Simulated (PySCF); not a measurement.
## Run report: SiCl$_{3}$ (charge +1), property calculation

- system: SiCl$_{3}$, charge +1, SMILES Cl[Si+](Cl)Cl
- method: HF/ADZP, RHF (PySCF 2.14.0)

The geometry comes from this level: PBE0-D4/def2-TZVP.

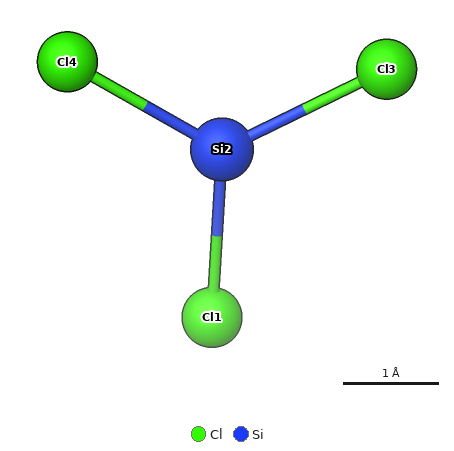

Figure 1. The structure (ball-and-stick view, seen at a tilt; atoms are numbered from 1 in the order of the input). Bond lengths as drawn: Cl–Si 1.95 Å.

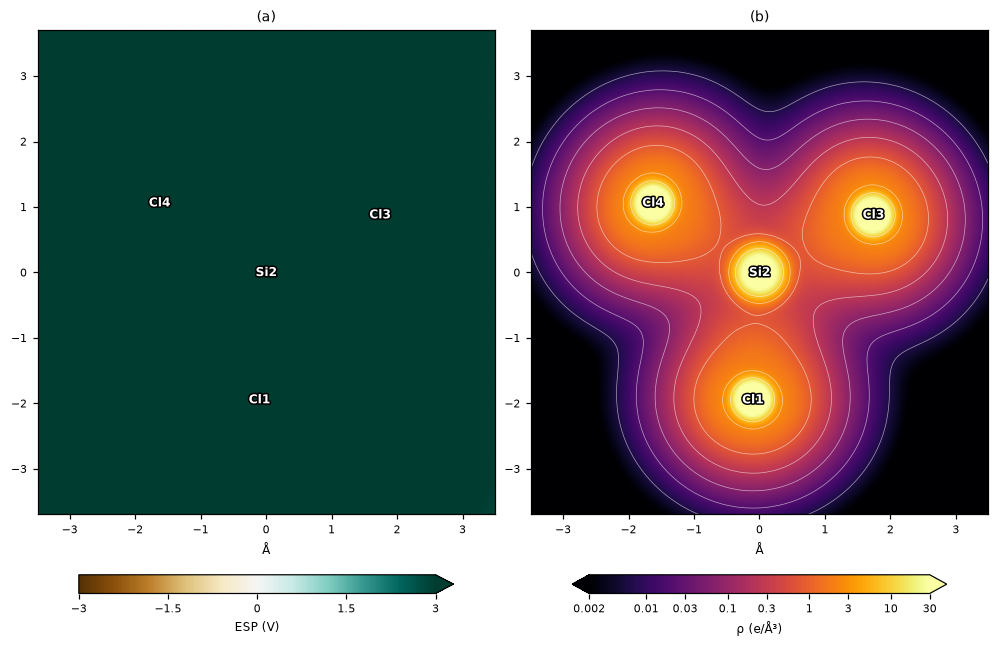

Figure 2. (a) molecular electrostatic potential; (b) total electron density on the molecular plane. The section cuts through Cl and Si sites. Si–Cl (1.95 Å): ρ at the midpoint is about 1.1 e/Å³. The potential has no marked negative region in this plane.

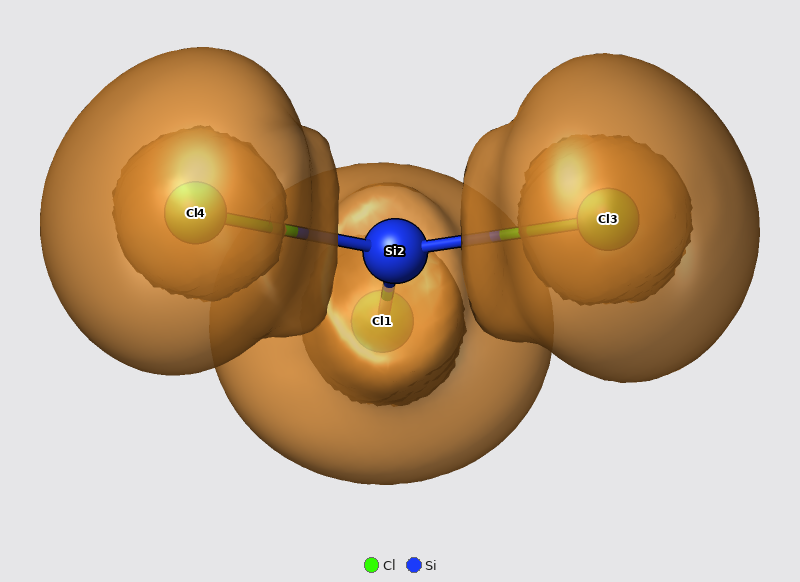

Figure 3. Isosurface of the ELF at 0.75 (orange), seen from the side. Core shells and regions of very low density are left out.

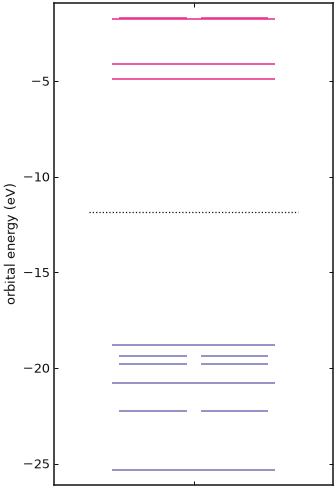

Figure 4. Orbital energies near the frontier; the dotted line parts filled from empty levels, and levels within 0.02 eV of each other stand side by side. Highest filled −18.78 eV, lowest empty −4.88 eV, 13.90 eV apart.

The input and output of the run follow.

Input file (calc.py)
```python
import numpy
from pyscf import gto, scf, lo

mol = gto.Mole()
mol.atom = '''
Cl    -1.556000    -0.622300     0.990900
Si     0.000000    -0.000100    -0.000100
Cl     1.772000    -0.669600     0.449500
Cl    -0.216000     1.292000    -1.440300
'''
mol.max_memory = 1860
mol.charge = 1
mol.verbose = 3
mol.basis = 'adzp'
mol.build()

calc0 = mol.RHF()
calc0 = calc0.density_fit()
calc0.kernel()

e_tot = calc0.e_tot
print('E(%s) = %.9f' % ('HF', e_tot))
calc0.analyze()
quad = calc0.quad_moment()
occ = calc0.mo_coeff[:, calc0.mo_occ > 0]
iaos = lo.vec_lowdin(lo.iao.iao(mol, occ), calc0.get_ovlp())
c = iaos.T @ calc0.get_ovlp() @ occ
pop_iao, q_iao = scf.hf.mulliken_pop(lo.iao.reference_mol(mol), (c * calc0.mo_occ[calc0.mo_occ > 0]) @ c.T, numpy.eye(c.shape[0]), verbose=0)
print('IAO charges', numpy.round(q_iao, 4))
```

Launched with:
```bash
OMP_NUM_THREADS=1 python calc.py
```

Log
```
WARN: Even tempered Gaussians are generated as DF auxbasis for  Cl Si

converged SCF energy = -1667.29217828353
E(HF) = -1667.292178284
**** MO energy ****
MO #1   energy= -105.089559515896  occ= 2
MO #2   energy= -105.089558997775  occ= 2
MO #3   energy= -105.089555617583  occ= 2
MO #4   energy= -69.1862021043676  occ= 2
MO #5   energy= -10.8205918420551  occ= 2
MO #6   energy= -10.8205898330093  occ= 2
MO #7   energy= -10.8205811876471  occ= 2
MO #8   energy= -8.28850371113906  occ= 2
MO #9   energy= -8.28850208343328  occ= 2
MO #10  energy= -8.28849771846036  occ= 2
MO #11  energy= -8.28565333903278  occ= 2
MO #12  energy= -8.28565272958779  occ= 2
MO #13  energy= -8.28564956936974  occ= 2
MO #14  energy= -8.28535612117653  occ= 2
MO #15  energy= -8.2853555273715   occ= 2
MO #16  energy= -8.28535235152752  occ= 2
MO #17  energy= -6.52540597307734  occ= 2
MO #18  energy= -4.63239351910762  occ= 2
MO #19  energy= -4.63221236566407  occ= 2
MO #20  energy= -4.63221231610522  occ= 2
MO #21  energy= -1.39743469455845  occ= 2
MO #22  energy= -1.35107294770146  occ= 2
MO #23  energy= -1.35106962141423  occ= 2
MO #24  energy= -0.930924388667847 occ= 2
MO #25  energy= -0.81744088685051  occ= 2
MO #26  energy= -0.817437736988821 occ= 2
MO #27  energy= -0.764475184219445 occ= 2
MO #28  energy= -0.727902492675383 occ= 2
MO #29  energy= -0.727900860498633 occ= 2
MO #30  energy= -0.712518364938765 occ= 2
MO #31  energy= -0.71251527768415  occ= 2
MO #32  energy= -0.690227789512459 occ= 2
MO #33  energy= -0.179387795543925 occ= 0
MO #34  energy= -0.150477236002829 occ= 0
MO #35  energy= -0.0648033795366195 occ= 0
MO #36  energy= -0.0631251719013715 occ= 0
MO #37  energy= -0.0631245433746232 occ= 0
MO #38  energy= -0.0513519990506478 occ= 0
MO #39  energy= -0.0244255449269969 occ= 0
MO #40  energy= -0.0244230437455239 occ= 0
MO #41  energy= -0.0153430905116368 occ= 0
MO #42  energy= -0.00188917697081756 occ= 0
MO #43  energy= -0.0018884029482196 occ= 0
MO #44  energy= 0.0134053860203653 occ= 0
MO #45  energy= 0.0134123695425992 occ= 0
MO #46  energy= 0.0358269758448735 occ= 0
MO #47  energy= 0.046011854709804  occ= 0
MO #48  energy= 0.0460120610509238 occ= 0
MO #49  energy= 0.0481990081157356 occ= 0
MO #50  energy= 0.0547277498555568 occ= 0
MO #51  energy= 0.0547307644349238 occ= 0
MO #52  energy= 0.0820229245225036 occ= 0
MO #53  energy= 0.1012317164057    occ= 0
MO #54  energy= 0.101232444605438  occ= 0
MO #55  energy= 0.207748126452627  occ= 0
MO #56  energy= 0.207750282821394  occ= 0
MO #57  energy= 0.235591664313306  occ= 0
MO #58  energy= 0.24786551446709   occ= 0
MO #59  energy= 0.247867676851812  occ= 0
MO #60  energy= 0.263142516859858  occ= 0
MO #61  energy= 0.263148287603859  occ= 0
MO #62  energy= 0.268851907129364  occ= 0
MO #63  energy= 0.288563429309882  occ= 0
MO #64  energy= 0.338085509447799  occ= 0
MO #65  energy= 0.343035123328725  occ= 0
MO #66  energy= 0.343042151847685  occ= 0
MO #67  energy= 0.368088530419162  occ= 0
MO #68  energy= 0.373061980513566  occ= 0
MO #69  energy= 0.373065001770862  occ= 0
MO #70  energy= 0.427927112742918  occ= 0
MO #71  energy= 0.427933506234307  occ= 0
MO #72  energy= 0.428479759555996  occ= 0
MO #73  energy= 0.443405960225339  occ= 0
MO #74  energy= 0.531624595394363  occ= 0
MO #75  energy= 0.531627520023235  occ= 0
MO #76  energy= 0.538518955394488  occ= 0
MO #77  energy= 0.538522608469763  occ= 0
MO #78  energy= 0.598629996585464  occ= 0
MO #79  energy= 0.6026410978098    occ= 0
MO #80  energy= 0.618631154630787  occ= 0
MO #81  energy= 0.663318248782522  occ= 0
MO #82  energy= 0.672161471824622  occ= 0
MO #83  energy= 0.672170583364098  occ= 0
MO #84  energy= 0.692432412050187  occ= 0
MO #85  energy= 0.692438534879342  occ= 0
MO #86  energy= 0.767276923798317  occ= 0
MO #87  energy= 0.767278665911618  occ= 0
MO #88  energy= 0.845635299229677  occ= 0
MO #89  energy= 0.845643676135516  occ= 0
MO #90  energy= 1.16805907258363   occ= 0
MO #91  energy= 1.16806327000508   occ= 0
MO #92  energy= 1.17038677094201   occ= 0
MO #93  energy= 1.17602507894977   occ= 0
MO #94  energy= 1.17661637627338   occ= 0
MO #95  energy= 1.17662457650243   occ= 0
MO #96  energy= 1.18534441801436   occ= 0
MO #97  energy= 1.19269466233299   occ= 0
MO #98  energy= 1.22843219199886   occ= 0
MO #99  energy= 1.22843859954849   occ= 0
MO #100 energy= 1.25654591746777   occ= 0
MO #101 energy= 1.25654694872227   occ= 0
MO #102 energy= 1.3028807204077    occ= 0
MO #103 energy= 1.32589759261832   occ= 0
MO #104 energy= 1.32590401497117   occ= 0
MO #105 energy= 1.47022635557978   occ= 0
MO #106 energy= 1.47023066280322   occ= 0
MO #107 energy= 1.50268872326467   occ= 0
MO #108 energy= 2.62057689983473   occ= 0
MO #109 energy= 2.82115167079185   occ= 0
MO #110 energy= 2.82115366111037   occ= 0
MO #111 energy= 2.82938672499598   occ= 0
MO #112 energy= 2.83029211679096   occ= 0
MO #113 energy= 2.87070449346317   occ= 0
MO #114 energy= 2.89299880269157   occ= 0
MO #115 energy= 2.89300530476979   occ= 0
MO #116 energy= 2.96351853354278   occ= 0
MO #117 energy= 2.96352308424455   occ= 0
MO #118 energy= 3.23561219967382   occ= 0
MO #119 energy= 3.23561849847033   occ= 0
MO #120 energy= 5.66258799223525   occ= 0
MO #121 energy= 9.98802268644849   occ= 0
MO #122 energy= 9.98802588788314   occ= 0
MO #123 energy= 10.0593217629595   occ= 0
MO #124 energy= 28.1810198130755   occ= 0
MO #125 energy= 107.462046117381   occ= 0
MO #126 energy= 123.602235077714   occ= 0
MO #127 energy= 123.602237503764   occ= 0
MO #128 energy= 123.662115524953   occ= 0
MO #129 energy= 500.503325815401   occ= 0
MO #130 energy= 892.809322581016   occ= 0
MO #131 energy= 892.809324912212   occ= 0
MO #132 energy= 892.875275495647   occ= 0
 ** Mulliken atomic charges  **
charge of    0Cl =     -0.07822
charge of    1Si =      1.23464
charge of    2Cl =     -0.07821
charge of    3Cl =     -0.07821

WARN: System has nonzero charge 1; the dipole moment is origin-dependent.
Location of origin: [0. 0. 0.]

Dipole moment(X, Y, Z, Debye):  0.00004, -0.00047, -0.00050
Traceless quadrupole moment (Debye*A):

IAO charges [-0.1147  1.3439 -0.1146 -0.1146]
```

Key numbers

```csv
quantity,value
outcome,converged
total energy,−1667.292178 hartree
basis functions,132
HOMO,−18.78 eV
LUMO,−4.88 eV
hardware,"1 thread of Intel Xeon (Sapphire Rapids), 16 GiB of memory available, shared host"
wall time,5.4 s
peak memory,0.38 GiB
```

Notes

The record of the run, not the program, notes: dipole of an ion depends on the origin.
